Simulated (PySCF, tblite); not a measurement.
# C3H2FS3 radical: geometry, infrared bands and EPR parameters

Wanted: the infrared bands and EPR parameters of C3H2FS3 radical (`F[C@@H]1[CH]SC(=S)S1`), by calculation.

The runs use tblite 0.8.0 and PySCF 2.14.0, with density-fitted response routines of our own; the level of theory stands in each step. All values are computed, except where a source is named. Atoms count from 0, in the outputs and in this text.

### Step 1. The molecule as given

9 atoms, charge 0, multiplicity 2; geometry from: force field or distance geometry start.

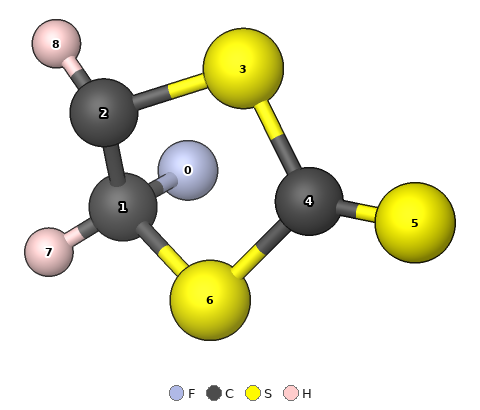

As it starts; fluorine light blue, carbon dark grey, sulfur yellow, hydrogen pink, atoms numbered; sticks join atoms by distance.

### Step 2. Relaxing the molecule with GFN2-xTB

Job settings and geometry (Å):

```
{"job": {"kind": "relax", "xc": "GFN2-xTB", "basis": "xTB"}, "charge": 0, "multiplicity": 2}
F     -0.692700    -0.223300    -1.582700
C     -1.034800    -0.351600    -0.258100
C     -0.763000     0.949600     0.443700
S      0.973200     1.248700     0.044700
C      1.672500    -0.395500     0.365800
S      3.042500    -0.767100     0.459600
S      0.222700    -1.459000     0.500000
H     -2.009700    -0.775500    -0.052900
H     -1.397200     1.779700     0.054700
```

On the command line:

```
OMP_NUM_THREADS=1 python probes_run.py task.json out
```

This one command runs all jobs of the session in turn.

Standard output:

```text
step      E/eV     max force
  0    -592.16634   13.933
  1    -593.10674    3.443
  2    -593.38558    2.707
  3    -593.45143    5.093
  4    -593.64429    0.913
  5    -593.68630    0.650
  6    -593.74953    0.961
  7    -593.78210    0.830
  8    -593.82497    0.455
  9    -593.84583    0.594
 10    -593.87777    0.849
 11    -593.89493    0.647
 12    -593.90328    0.231
 13    -593.90619    0.193
 14    -593.90879    0.204
 15    -593.91143    0.202
 16    -593.91353    0.131
 17    -593.91538    0.127
 18    -593.91747    0.192
 19    -593.92018    0.211
 20    -593.92395    0.219
 21    -593.92856    0.192
 22    -593.93320    0.234
 23    -593.93742    0.233
 24    -593.94122    0.192
 25    -593.94437    0.186
 26    -593.94680    0.131
 27    -593.94807    0.090
 28    -593.94885    0.087
 29    -593.94969    0.083
 30    -593.95025    0.058
 31    -593.95047    0.029
 32    -593.95054    0.024
 33    -593.95061    0.027
 34    -593.95072    0.036
 35    -593.95085    0.038
 36    -593.95096    0.030
 37    -593.95107    0.032
 38    -593.95122    0.035
 39    -593.95143    0.048
 40    -593.95166    0.058
 41    -593.95186    0.049
 42    -593.95200    0.035
 43    -593.95214    0.035
 44    -593.95228    0.038
 45    -593.95238    0.031
 46    -593.95242    0.014
 47    -593.95243    0.008
```

The steps of the relaxation: (not every step is listed)

| step | energy from step 0 (eV) | largest force (eV/Å) |
| --- | --- | --- |
| 0 | 0.0000 | 13.9328 |
| 1 | -0.9404 | 3.4435 |
| 2 | -1.2192 | 2.7073 |
| 3 | -1.2851 | 5.0928 |
| 4 | -1.4779 | 0.9132 |
| 5 | -1.5200 | 0.6501 |
| 6 | -1.5832 | 0.9613 |
| 7 | -1.6158 | 0.8301 |
| 8 | -1.6586 | 0.4545 |
| 11 | -1.7286 | 0.6475 |
| 14 | -1.7424 | 0.2042 |
| 17 | -1.7490 | 0.1270 |
| 20 | -1.7576 | 0.2192 |
| 23 | -1.7711 | 0.2327 |
| 26 | -1.7805 | 0.1314 |
| 29 | -1.7834 | 0.0835 |
| 32 | -1.7842 | 0.0242 |
| 35 | -1.7845 | 0.0383 |
| 38 | -1.7849 | 0.0351 |
| 41 | -1.7855 | 0.0491 |
| 42 | -1.7857 | 0.0347 |
| 43 | -1.7858 | 0.0352 |
| 44 | -1.7859 | 0.0381 |
| 45 | -1.7860 | 0.0314 |
| 46 | -1.7861 | 0.0145 |
| 47 | -1.7861 | 0.0081 |

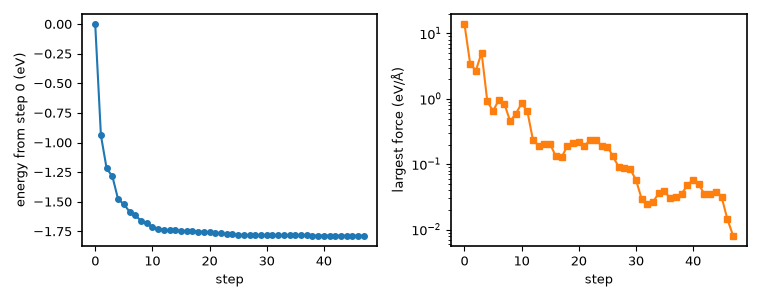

Energy and force, step by step.

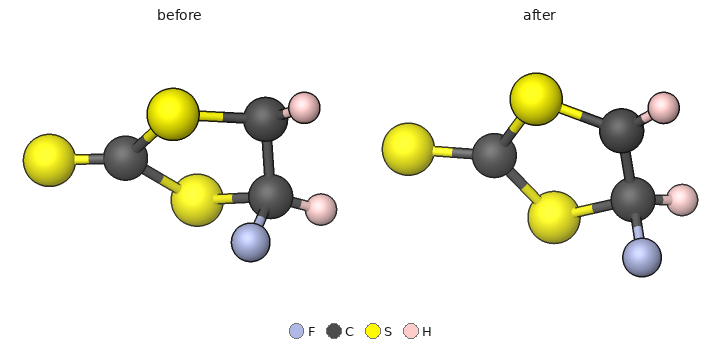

Before and after, at one scale.

Distances of close pairs at the start and the end, largest changes first:

| bond | before (Å) | after (Å) | change (Å) |
| --- | --- | --- | --- |
| C4–S5 | 1.423 | 1.629 | +0.207 |
| C2–S3 | 1.806 | 1.685 | -0.122 |
| S3–C4 | 1.815 | 1.755 | -0.060 |
| C4–S6 | 1.803 | 1.752 | -0.052 |
| C2–H8 | 1.115 | 1.072 | -0.042 |
| C1–C2 | 1.503 | 1.472 | -0.031 |
| F0–C1 | 1.374 | 1.392 | +0.018 |
| C1–H7 | 1.083 | 1.097 | +0.014 |

The end geometry stands in the next job.

### Step 3. Harmonic vibrations with GFN2-xTB

Job settings and geometry (Å):

```
{"job": {"kind": "ir", "xc": "GFN2-xTB", "basis": "xTB"}, "charge": 0, "multiplicity": 2}
F     -1.224024    -0.432285    -1.672070
C     -1.005024    -0.368220    -0.298536
C     -0.618441     0.988047     0.123076
S      1.013419     1.316186     0.383140
C      1.595518    -0.339320     0.414311
S      3.154698    -0.714838     0.700930
S      0.339666    -1.527671     0.134240
H     -1.938805    -0.724484     0.153517
H     -1.303444     1.808579     0.036212
```

Standard output:

```text
mode    cm-1     km/mol
  1      61.3      1.01
  2      95.3      1.83
  3     208.5      1.41
  4     291.3      6.35
  5     324.8      9.00
  6     362.7      3.86
  7     383.2      4.40
  8     453.7     20.16
  9     508.2      4.98
 10     571.3      6.45
 11     688.2      5.21
 12     772.8     58.64
 13     835.4    165.48
 14     863.8     21.90
 15    1035.2      9.06
 16    1057.1     77.51
 17    1147.1      3.45
 18    1196.6     20.87
 19    1244.9     16.81
 20    2904.3      3.11
 21    3152.2      5.44
```

The strongest bands and the atoms that carry them (share of the mass-weighted mode):

| cm⁻¹ | km/mol | atoms |
| --- | --- | --- |
| 454 | 20.2 | C2 41 %, H8 22 %, F0 12 %, S3 11 % |
| 773 | 58.6 | C4 78 % |
| 835 | 165.5 | C1 57 %, F0 31 % |
| 864 | 21.9 | C2 41 %, S3 19 %, C1 14 %, H7 12 % |
| 1035 | 9.1 | H8 44 %, H7 23 %, C4 15 % |
| 1057 | 77.5 | C4 64 %, S5 15 % |
| 1197 | 20.9 | C2 49 %, H8 31 % |
| 1245 | 16.8 | H7 91 % |

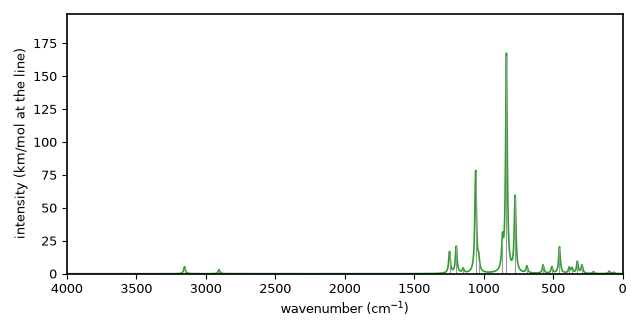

The infrared spectrum from these modes, unscaled. Lines are broadened to a width of 14 cm⁻¹ (Lorentzian).

### Step 4. EPR parameters: B3LYP/pcH-1

The job, as its differences from that of step 3:

```diff
@@ -1,2 +1,2 @@
-{"job": {"kind": "ir", "xc": "GFN2-xTB", "basis": "xTB"}, "charge": 0, "multiplicity": 2}
+{"job": {"kind": "epr", "basis": "pcH-1"}, "charge": 0, "multiplicity": 2}
 F     -1.224024    -0.432285    -1.672070
```

With the program's defaults for keys left out, this is: UKS B3LYP, pcH-1 on C F H S, non-relativistic, mean-field spin-orbit, GIAO.

Standard output:

```text
UKS, coarse grid
  cycle   1  E = -1409.80351372  |g| = 4.74e-01
  cycle   2  E = -1409.49152119  |g| = 9.34e-01
  cycle   3  E = -1409.88069582  |g| = 1.51e-01
  cycle   4  E = -1409.88913925  |g| = 8.76e-02
  cycle   5  E = -1409.89310126  |g| = 1.19e-02
  cycle   6  E = -1409.89318987  |g| = 7.65e-03
  cycle   7  E = -1409.89322918  |g| = 3.19e-03
  cycle   8  E = -1409.89324016  |g| = 2.30e-03
  cycle   9  E = -1409.89324424  |g| = 7.54e-04
UKS, final grid
  cycle   1  E = -1409.89326616  |g| = 1.00e-03
  cycle   2  E = -1409.89326532  |g| = 1.67e-03
  cycle   3  E = -1409.89326689  |g| = 2.53e-04
  cycle   4  E = -1409.89326696  |g| = 1.26e-04
  cycle   5  E = -1409.89326702  |g| = 6.87e-05
  cycle   6  E = -1409.89326703  |g| = 2.54e-05
E = -1409.89326703 Eh   <S^2> = 0.7632 (exact 0.7500)
g shifts (ppm)      1          2          3
  rmc          -194       -194       -194
  gc              5         45         58
  oz_so        -147       3147      12010
  total        -336       2998      11874
hyperfine (MHz)  atom isotope    a_iso     a_fc   dipolar eigenvalues
    0   19F     248.82     247.99    -97.05    -86.81    183.86
    1   13C      -3.40      -3.40     -1.80     -0.06      1.86
    2   13C      84.18      83.91    -63.90    -63.18    127.08
    3   33S       3.73       4.14    -18.06    -13.96     32.01
    4   13C      -4.46      -4.37     -5.16      1.09      4.07
    5   33S       4.47       4.08    -19.60    -18.96     38.56
    6   33S      -1.63      -1.69     -4.74      2.08      2.66
    7    1H      28.60      28.60     -5.67     -2.16      7.83
    8    1H     -48.69     -48.78    -29.63     -1.63     31.26
```

Wall time 1.9 min (1 thread, shared host).

Principal g values 2.00198, 2.00532, 2.01419; g(iso) = 2.00716, against 2.00232 for a free electron.

Hyperfine couplings, nucleus by nucleus at this fixed geometry (no averaging over rotations):

| nuclei | isotope | a(iso) (MHz) | a(iso) (G, at g = 2.0023) | largest dipolar term (MHz) |
| --- | --- | --- | --- | --- |
| F0 | 19F | 248.8 | 88.8 | 183.9 |
| C2 | 13C | 84.2 | 30.0 | 127.1 |
| H8 | 1H | -48.7 | -17.4 | 31.3 |
| H7 | 1H | 28.6 | 10.2 | 7.8 |
| S5 | 33S | 4.5 | 1.6 | 38.6 |
| C4 | 13C | -4.5 | -1.6 | -5.2 |
| S3 | 33S | 3.7 | 1.3 | 32.0 |
| C1 | 13C | -3.4 | -1.2 | 1.9 |
| S6 | 33S | -1.6 | -0.6 | -4.7 |

Mulliken spin populations:

| atom | value (e) |
| --- | --- |
| F0 | 0.04 |
| C1 | -0.02 |
| C2 | 0.74 |
| S3 | 0.12 |
| C4 | -0.03 |
| S5 | 0.21 |
| S6 | -0.02 |
| H7 | 0.01 |
| H8 | -0.03 |

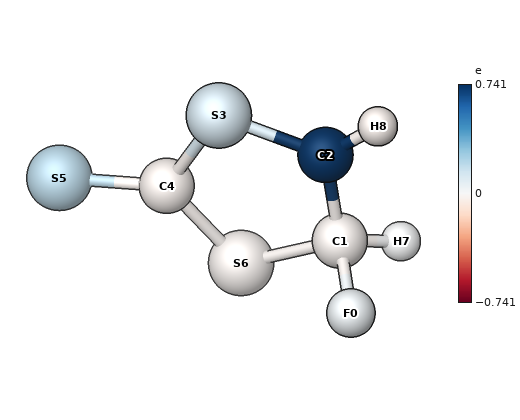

Mulliken spin populations, as colours on the atoms.

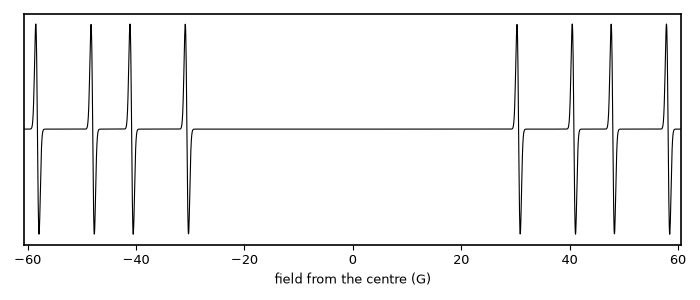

First-order isotropic spectrum (first derivative, main isotopes with spin only, couplings over 0.8 MHz, Gaussian width 0.3 G; couplings of the frozen geometry, rotation of groups not averaged beyond the rows shown).

Orbitals, density, ELF and potential are computed afterwards from the orbital file.

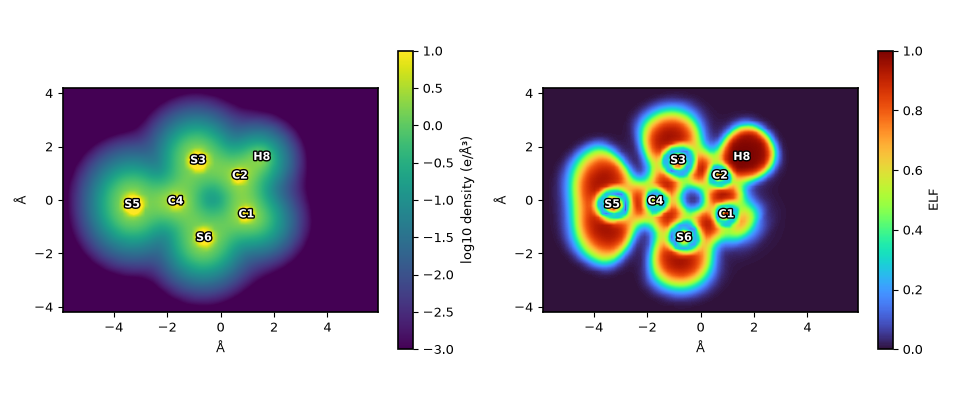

Density (left) and ELF (right) in a plane through or near 7 of the atoms.

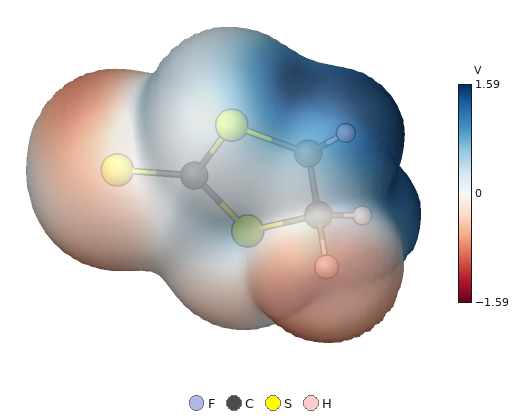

Electrostatic potential on the surface of density 0.002 e/bohr³; red is low, blue high. It runs, from the 1st to the 99th percentile, from -0.81 V near S5 to 1.59 V near H8.

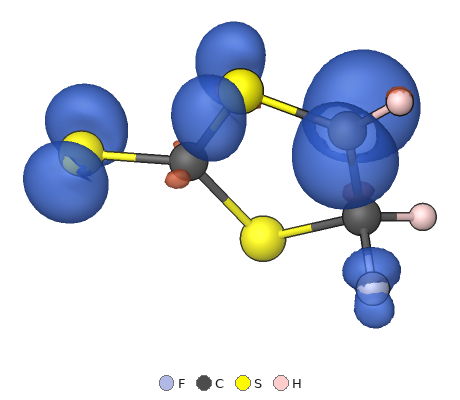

Spin density at ±0.03 e/Å³ (alpha excess blue, beta excess red).

### Step 5. Outcome

| quantity | value |
| --- | --- |
| strongest single infrared mode (GFN2-xTB) | 835 cm⁻¹, 165 km/mol |
| zero-point energy (GFN2-xTB) | 26.0 kcal/mol |
| g(iso) (B3LYP) | 2.00716 |
| ⟨S²⟩ | 0.763 (exact 0.75) |
| largest a(iso) | 19F on F0, 248.8 MHz |
| surface potential, 1st and 99th percentile | -0.81 V and 1.59 V |

The optimisation took 47 steps and gained 1.786 eV; among the close pairs (by a distance rule), C4–S5 changed most, from 1.423 to 1.629 Å. No mode is imaginary among the 21: a minimum at this level. The strongest single mode, at 835 cm⁻¹, moves mainly C1 and F0. Unscaled tight-binding wavenumbers are off by several per cent, some by more. Its intensities can rank the bands wrongly. C2 carries the largest spin population, 0.74 e. The isotropic g lies 4.8 ppt above the free-electron value.
